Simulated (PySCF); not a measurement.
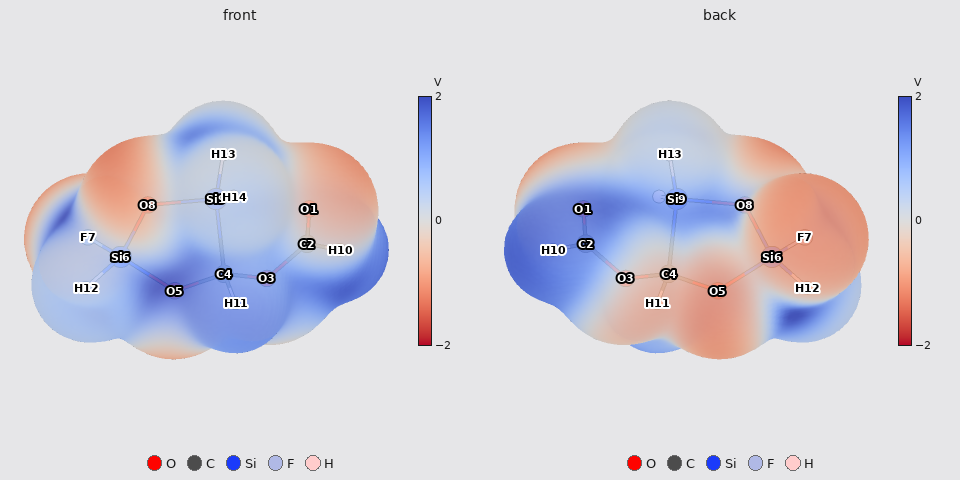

C₂H₅FO₄Si₂. The electrostatic potential painted on the density surface at 0.002 e/bohr³, seen from the front and from behind; the colour scale runs from red (negative) to blue (positive).

Geometry: GFN2-xTB.

Computed with PySCF 2.14.0, wB97X-D/def2-SVPD, SCF density, gas phase.

Input

```
{"job": {"kind": "uv", "xc": "wB97X-D", "basis": "def2-SVPD", "nstates": 8, "ntriplets": 3}, "charge": 0, "multiplicity": 1}
O      2.174971     1.144873     0.524879
C      2.403025     0.170823    -0.155124
O      1.592884    -0.822347    -0.343391
C      0.359393    -0.709972     0.379164
O     -0.636637    -1.378570    -0.314531
Si    -2.111989    -0.689535    -0.239908
F     -2.653335    -0.555530    -1.732840
O     -1.781082     0.762157     0.386614
Si    -0.182573     1.141423     0.637030
H      3.352152     0.023628    -0.687870
H      0.531203    -1.236043     1.331271
H     -3.044491    -1.406774     0.584882
H      0.071764     2.068066    -0.452007
H     -0.075963     1.487329     2.039753
```

Launched as:

```sh
OMP_NUM_THREADS=1 python probes_run.py task.json out
```

### Describe the electrostatic potential map.

The most negative region (about −1.1 V) lies over O5, F7 and O8, the most positive (about +1.8 V) over C2, Si6 and H10.

### What dipole moment does the calculation give?

Its dipole moment is 2.55 D.
